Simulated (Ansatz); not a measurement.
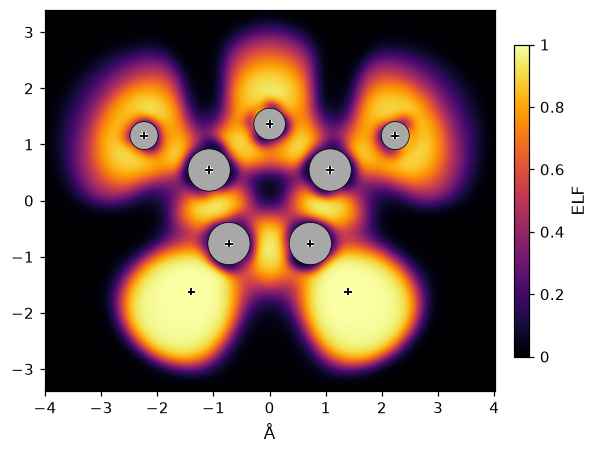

The ELF on a plane through atoms (crosses mark nuclei in the plane; grey discs cover the cores).

These are results of isolated molecule in a Gaussian basis; Kohn-Sham density functional theory, functional PBE0 (Ansatz 0.2.0), not measurements.

Candidates:
A. FGaGeHSi (charge +1, triplet)
B. C₄H₂F₂O (SMILES Fc1ccc(F)o1)
C. C₂H₅BrSi (SMILES C=C([SiH3])Br)

> Which system is this?

Candidate B: C₄H₂F₂O on the molecular plane, which holds C, F, O and H. C–F (1.31 Å): the ELF peaks at about 0.85 between the atoms (a polar covalent bond). C–O (1.35 Å): the ELF peaks at about 0.90 between the atoms, as expected for a shared but strongly polarised pair.
